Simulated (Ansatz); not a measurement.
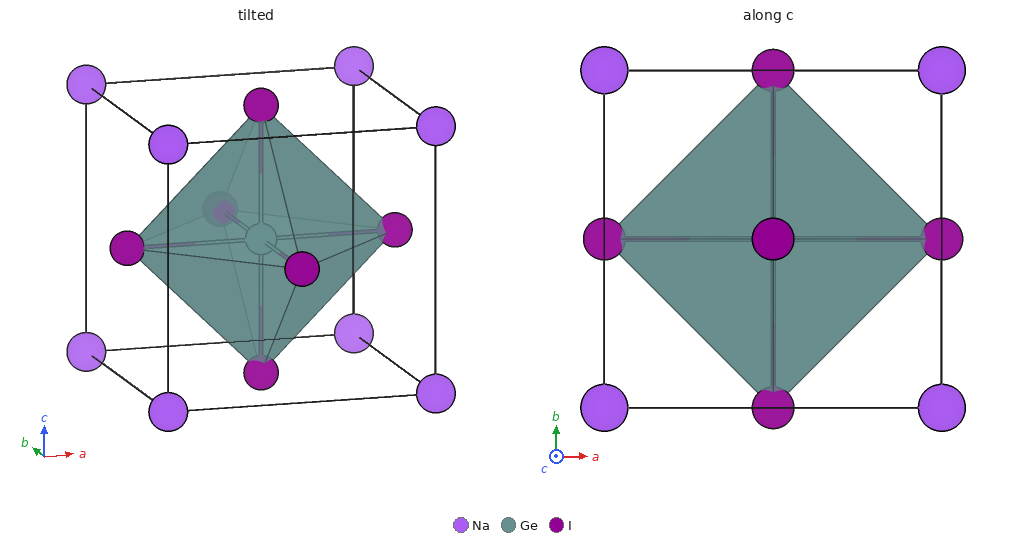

This polyhedral model is shown slightly off an axis and along the c axis. The lines enclose the conventional unit cell; boundary atoms appear with their images.

NaGeI3, space group P4/mmm (No. 123), a = 5.889 Å, b = 5.889 Å, c = 5.771 Å, α = 90.00°, β = 90.00°, γ = 90.00°. Provenance: a structure type filled with these elements by a generator (whether the compound takes this form wasn't checked). The cell was then strained or its atoms displaced on purpose. A calculation with Ansatz used it as input.

This one geometry was computed with Ansatz (DFT, plane waves, PAW) at three levels of theory: r2SCAN, HSE06 and PBE. It was relaxed with r2SCAN and then strained.

> How does the band gap change with the level of theory?

PBE: a gap of 0.28 eV, direct; r2SCAN: a gap of 0.32 eV, direct; HSE06: a gap of 0.62 eV, direct.

> Collect the results in a table.

| level | cutoff (eV) | k-mesh of the run's cell | gap (eV) | pressure (GPa) |
| --- | --- | --- | --- | --- |
| r2SCAN | 500 | 4×4×4 | 0.32 | 0.4 |
| HSE06 | 420 | 4×4×4 | 0.62 | 0.4 |
| PBE | 420 | 4×4×4 | 0.28 | 0.8 |

Gaps are taken on the k-mesh or band path of each run.
